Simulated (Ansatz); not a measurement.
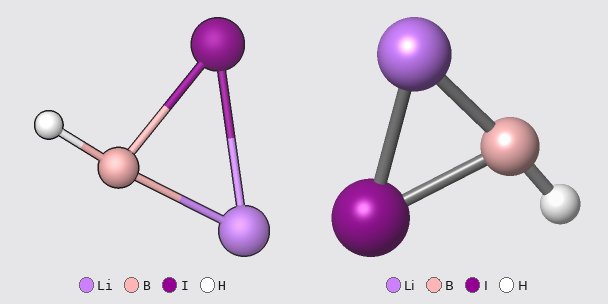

Both panels show the same species.

What is the molecular formula?

BHILi, 4 atoms: 1 boron, 1 hydrogen, 1 iodine and 1 lithium.

Count the bonded pairs by element.

1 B–Li, 1 I–Li, 1 B–I, 1 B–H. Sticks follow a distance rule.

How many atoms are distinct by symmetry?

4: 1 Li, 1 B, 1 I, 1 H.

Which point group does it belong to?

Cs.

More results for the same structure follow; atom numbers are the same in all pictures, views and colours differ. The computed structure is the end point of a PBE0-D4/def2-TZVP optimisation. No frequency run is at hand to confirm it as a minimum.

## Charges

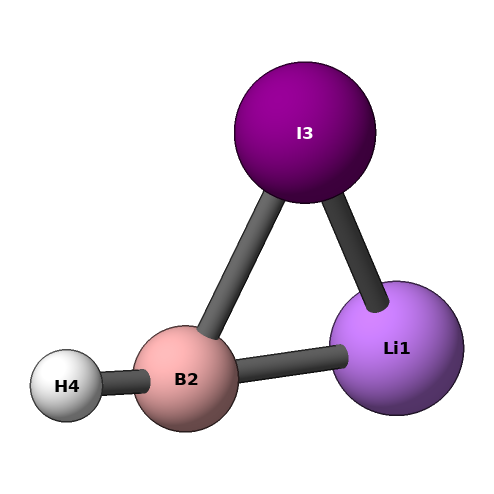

The questions are on Mulliken charges. No frequency run is at hand to confirm it as a minimum. Properties computed with RKS PBE0-D4/def2-TZVP, core potentials on I (Ansatz 0.2.0).

Give the Mulliken charges atom by atom.

| atom | value (e) |
| --- | --- |
| Li1 | 0.64 |
| B2 | −0.42 |
| I3 | −0.26 |
| H4 | 0.04 |

## Dipole moment

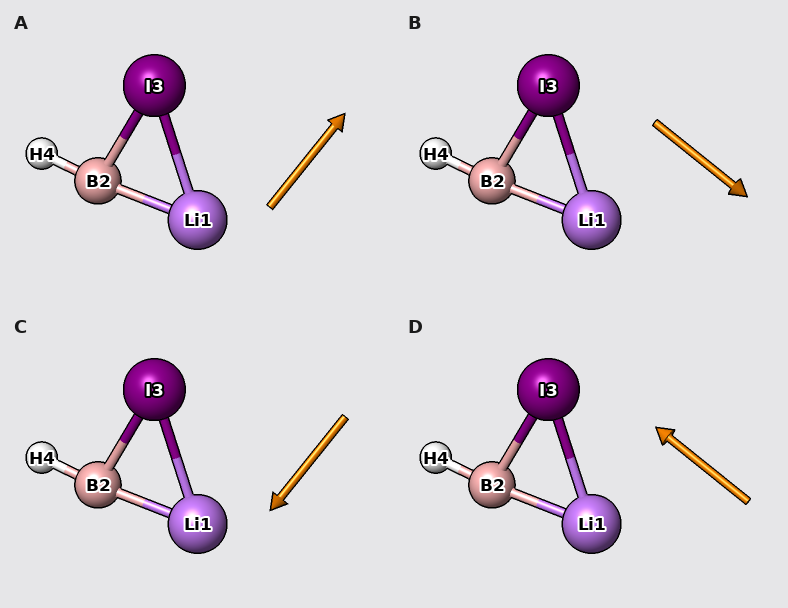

The same molecule four times, each with an arrow. No frequency run is at hand to confirm it as a minimum. Properties computed with RKS PBE0-D4/def2-TZVP, core potentials on I (Ansatz 0.2.0).

Which arrow points along the dipole moment, from the negative to the positive end?

B. The dipole moment is 4.24 D; it points from the side of H4 to the side of Li1 (the outermost atoms at the two ends).

## Electronic properties

No frequency run is at hand to confirm it as a minimum. Properties computed with RKS PBE0-D4/def2-TZVPP, core potentials on I (Ansatz 0.2.0).

What is the HOMO–LUMO gap?

3.84 eV.

Give the HOMO energy (Kohn–Sham orbital) at this level.

−5.45 eV.

Mulliken values depend strongly on the basis set and can even reverse the polarity of a bond.
